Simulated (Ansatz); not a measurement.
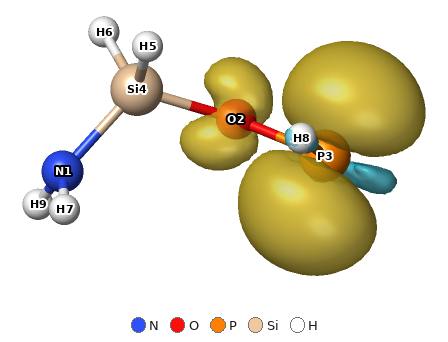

Figure 1: H$_{5}$NOPSi (SMILES N[SiH2]O[PH]) (doublet). Isosurfaces of the spin density (α minus β) at +0.02 (yellow) and −0.02 e/Å³ (cyan), seen at a tilt.

Geometry: B3LYP/6-31G*.

Level of theory: isolated molecule in a Gaussian basis; Kohn-Sham density functional theory, functional PBE0 (Ansatz 0.2.0).

```xyz
9

N     1.7497   -0.2766   -1.4402
O    -0.9493   -1.1462   -0.8570
P    -2.2976   -0.3209   -1.3484
Si    0.5615   -0.6899   -0.2688
H     0.3663    0.5135    0.5788
H     1.0422   -1.8781    0.4671
H     1.7383    0.6285   -1.8946
H    -1.9499    0.9967   -0.8646
H     2.1503   -0.9838   -2.0449
```

Which atoms carry the spin?

Answer. The unpaired spin (1 electron) lies mostly on P3 (about 0.8) and O2 (about 0.1), in electrons by Hirshfeld's partition.
